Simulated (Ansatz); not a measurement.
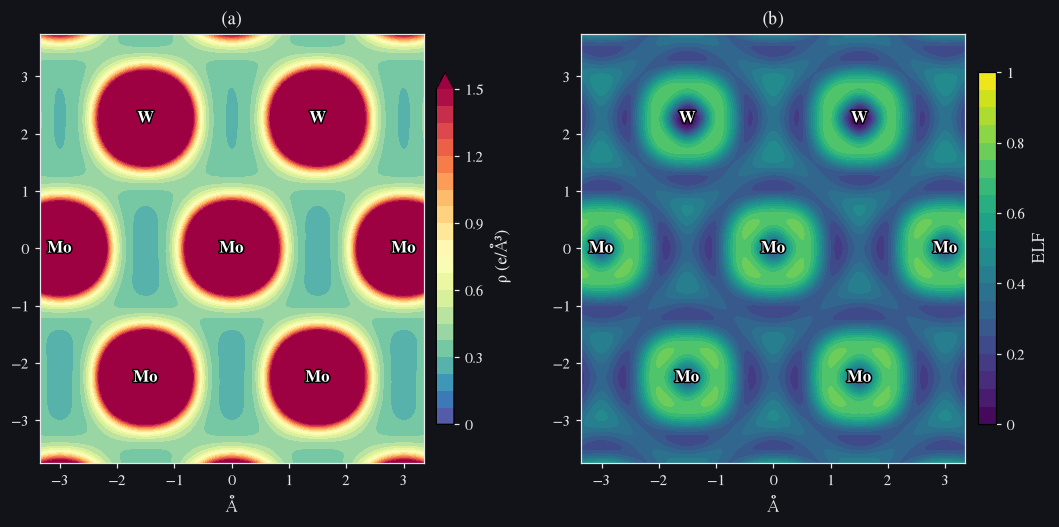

The picture shows: Mo₂W. (a) valence electron density; (b) ELF on the (101) plane of the conventional cell.

Space group P-3m1; a structure generated by program, which may or may not match a known phase; computed without spin polarisation.

Computed with DFT PBE, scalar-relativistic, plane waves, PAW (Ansatz).

Core electrons are frozen (PAW), and the valence fields are smoothed inside the atomic spheres.

### Read the bonding off the picture.

The section cuts through Mo and W sites. Mo–Mo (2.71 Å): the density is about 0.39 e/Å³ at the midpoint; the ELF is about 0.30 at the midpoint; no shared electron pair shows on this line. Mo–W (2.72 Å): the density is about 0.41 e/Å³ at the midpoint; the ELF is about 0.35 at the midpoint. W–W (3.00 Å): ρ is about 0.29 e/Å³ halfway; the ELF is about 0.35 at the midpoint. Mo–Mo (3.00 Å): ρ at the midpoint is about 0.26 e/Å³; the ELF is about 0.30 at the midpoint. Between the atoms the lowest density in this plane is 0.26 e/Å³. The features right at Mo and W lie inside the PAW spheres, where the map follows smoothed inner orbitals and isn't to be read closely.
